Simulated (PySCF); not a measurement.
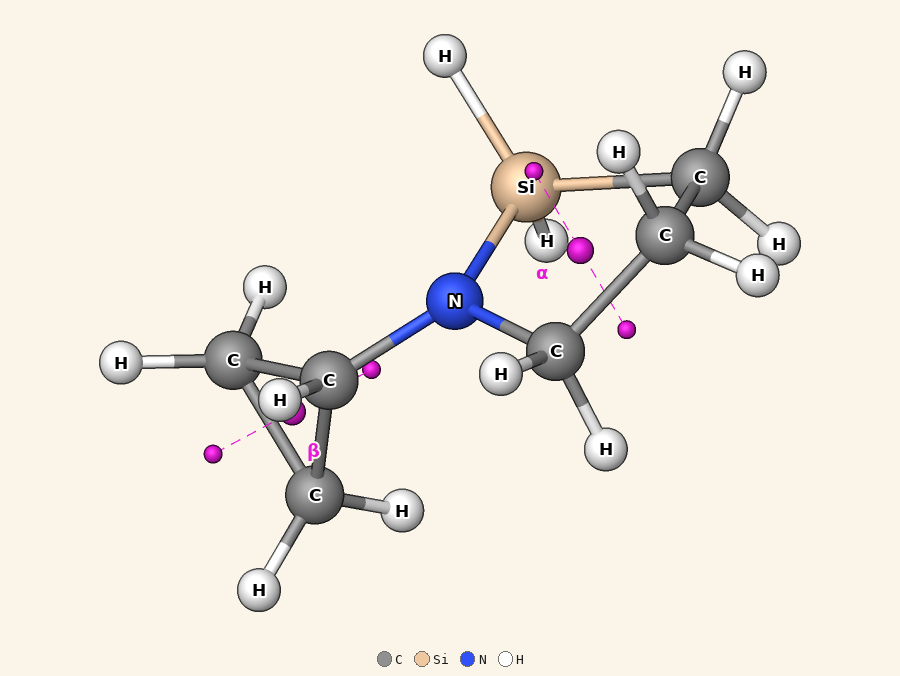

The small points mark where nucleus-independent chemical shifts (NICS) were computed: at the centre of each lettered ring and 1 Å above and below it. Computed geometry: GFN2-xTB optimisation. No frequency run is at hand to confirm it as a minimum. Level of theory: GIAO PBE0/pcSseg-1 NMR shielding, non-relativistic, gas phase (PySCF 2.14.0).

Give NICS(0), NICS(1) and the out-of-plane component NICS(1)zz for each ring (means of the two sides).

| ring | members | NICS(0) | NICS(1) | NICS(1)zz |
| --- | --- | --- | --- | --- |
| α | C3NSi | −6.7 | −3.6 | −1.9 |
| β | C3 | −41.0 | −8.2 | −21.7 |

Values in ppm.

What do the values say about the ring currents?

Answer. Ring α: weak, as in a non-aromatic ring. NICS is one index among several.

The geometry is semi-empirical. Around Si such bond lengths and angles can be off by a tenth of an ångström or more and by several degrees, and values that hang on the shape move with them.
